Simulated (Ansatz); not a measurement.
```xyz
6

B    -0.0231    1.2774    0.8070
B    -1.1543    0.3753    0.1001
N     0.1563   -0.0524    0.3826
H     0.8148   -0.8290    0.3200
H    -2.1226   -0.1179   -0.4033
H     0.6630    2.1035    1.3372
```

Geometry: r2SCAN-D4/def2-SVP.

Method: Ansatz, isolated molecule in a Gaussian basis; Kohn-Sham density functional theory, functional PBE0.

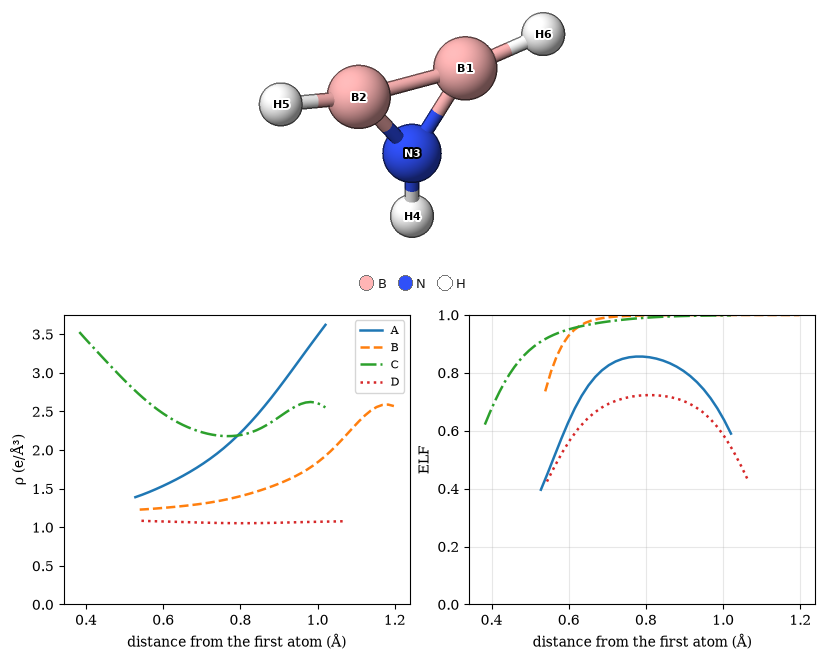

B2H3N (SMILES B1BN1). Total electron density and ELF along straight lines between neighbouring atoms. The curves leave out the atomic cores. The structure is drawn too.

Which curve belongs to which contact (B–B, B–H, B–N and N–H)? The first atom named is at distance zero.

Answer. Curve A: B–N (1.41 Å): the density is about 1.8 e/Å³ at the midpoint; the ELF peaks at about 0.85 between the atoms, as expected for a polar covalent bond. Curve B: B–H (1.20 Å): ρ is about 1.3 e/Å³ halfway; the ELF climbs to about 1 towards the hydrogen, as it does in any bond to H; a covalent bond by its length. Curve C: N–H (1.02 Å): ρ at the midpoint is about 2.9 e/Å³; the ELF climbs to about 1 towards the hydrogen: a covalent bond by its length. Curve D: B–B (1.61 Å): the density is about 1.1 e/Å³ at the midpoint; the ELF peaks at about 0.70 between the atoms.
